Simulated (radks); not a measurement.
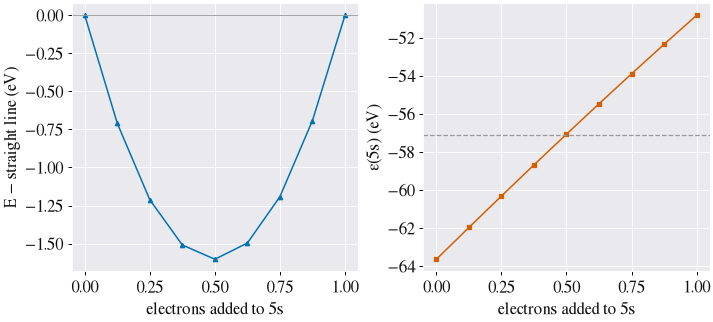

Computed with the in-house radial solver radks: Dirac Kohn-Sham, PBE, spin-unpolarised, spherical densities, finite nucleus. The occupation of the 5s shell is varied from Eu²⁺ ([Kr] 4d10 4f7 5s1 5p6 6s1 (open shells shared over both j by 2j + 1)) to Eu⁺ ([Xe] 4f7 6s1 (open shells shared over both j by 2j + 1)), with spherical fractional occupations. The plot shows the total energy less the straight line between the end points, and the eigenvalue of 5s (the dashed line is minus the energy to take the whole electron out).

Question: What does the shape say about the method?

Answer: The curve is convex (below the straight line), with the largest deviation among the points computed, −1.60 eV, at 0.5. The end points differ by 57.1 eV, the energy to take the electron out. The eigenvalue, which is the slope of the energy (Janak's theorem), moves from −63.6 eV at 0 to −50.8 eV at 1; for a straight line it would stay constant, and a parabola would sag by an eighth of this change, scaled to a whole electron, 1.60 eV. Convexity is the delocalisation error: fractional charges are too low in energy. The shell lies under occupied ones, so the straight line is a guide here rather than an exact condition.
